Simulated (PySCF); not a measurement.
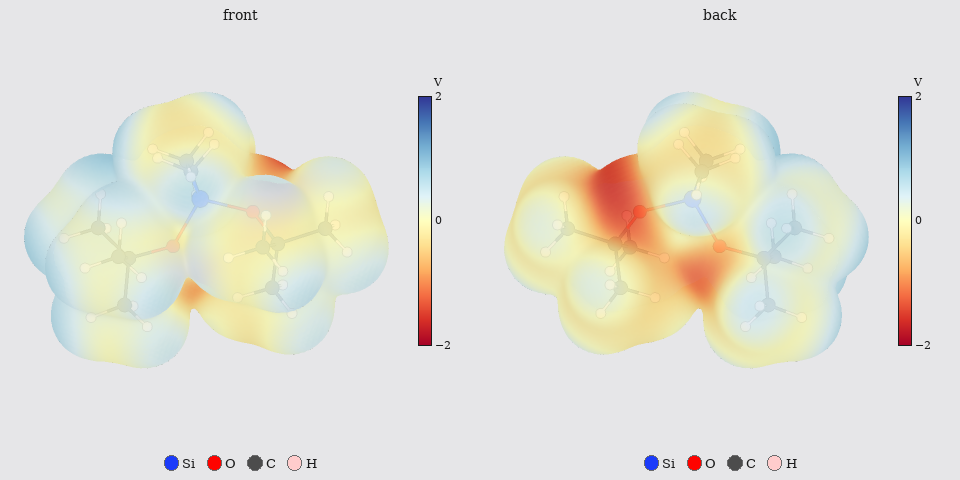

The picture shows: C10H24O2Si (Si(OtBu)2Me2). The electrostatic potential painted on the density surface at 0.002 e/bohr³, seen from the front and from behind; red is negative and blue positive.

Geometry: PBE0-D3(BJ)/def2-SVP.

Computed with PySCF, PBE0/pcSseg-1, SCF density, gas phase, non-relativistic.

```yaml
atoms:
  - { symbol: Si, position_ang: [-0.3920, -0.3354, -1.0728] }
  - { symbol: O, position_ang: [-0.6104, -0.3005, 0.5823] }
  - { symbol: C, position_ang: [-1.7028, -0.0350, 1.4441] }
  - { symbol: C, position_ang: [-2.9923, -0.6368, 0.8896] }
  - { symbol: C, position_ang: [-1.3519, -0.6887, 2.7764] }
  - { symbol: C, position_ang: [-1.8498, 1.4753, 1.6174] }
  - { symbol: H, position_ang: [-3.8293, -0.4739, 1.5848] }
  - { symbol: H, position_ang: [-3.2652, -0.1759, -0.0727] }
  - { symbol: H, position_ang: [-2.8779, -1.7201, 0.7361] }
  - { symbol: H, position_ang: [-1.2152, -1.7714, 2.6391] }
  - { symbol: H, position_ang: [-2.1419, -0.5235, 3.5242] }
  - { symbol: H, position_ang: [-0.4098, -0.2726, 3.1629] }
  - { symbol: H, position_ang: [-2.1029, 1.9586, 0.6624] }
  - { symbol: H, position_ang: [-0.9057, 1.9069, 1.9820] }
  - { symbol: H, position_ang: [-2.6429, 1.7152, 2.3417] }
  - { symbol: O, position_ang: [1.2393, -0.4899, -1.3176] }
  - { symbol: C, position_ang: [2.3744, 0.0458, -0.6510] }
  - { symbol: C, position_ang: [2.6383, -0.7822, 0.6041] }
  - { symbol: C, position_ang: [3.5323, -0.0827, -1.6336] }
  - { symbol: C, position_ang: [2.1481, 1.5114, -0.2861] }
  - { symbol: H, position_ang: [3.5368, -0.4267, 1.1316] }
  - { symbol: H, position_ang: [1.7752, -0.7215, 1.2816] }
  - { symbol: H, position_ang: [2.7888, -1.8373, 0.3307] }
  - { symbol: H, position_ang: [3.6619, -1.1356, -1.9238] }
  - { symbol: H, position_ang: [4.4721, 0.2798, -1.1907] }
  - { symbol: H, position_ang: [3.3243, 0.4992, -2.5441] }
  - { symbol: H, position_ang: [1.3032, 1.6087, 0.4122] }
  - { symbol: H, position_ang: [1.9347, 2.1058, -1.1875] }
  - { symbol: H, position_ang: [3.0412, 1.9340, 0.1981] }
  - { symbol: C, position_ang: [-1.0522, 1.2162, -1.8901] }
  - { symbol: H, position_ang: [-0.7641, 1.2212, -2.9534] }
  - { symbol: H, position_ang: [-0.6475, 2.1271, -1.4250] }
  - { symbol: H, position_ang: [-2.1516, 1.2662, -1.8419] }
  - { symbol: C, position_ang: [-1.1401, -1.8558, -1.8503] }
  - { symbol: H, position_ang: [-0.8162, -2.7575, -1.3087] }
  - { symbol: H, position_ang: [-0.8037, -1.9481, -2.8947] }
  - { symbol: H, position_ang: [-2.2399, -1.8239, -1.8464] }
```

**Which sites attract a positive test charge, and which a negative one?**

A positive charge is drawn to the negative regions and a negative charge to the positive ones. The most negative region (about −1.5 V) lies over O16, the most positive (about +0.8 V) over H7, H8 and H33. O16 is the likeliest acceptor of a hydrogen bond.

**How polar is the molecule by this calculation?**

Its dipole moment is 1.62 D.
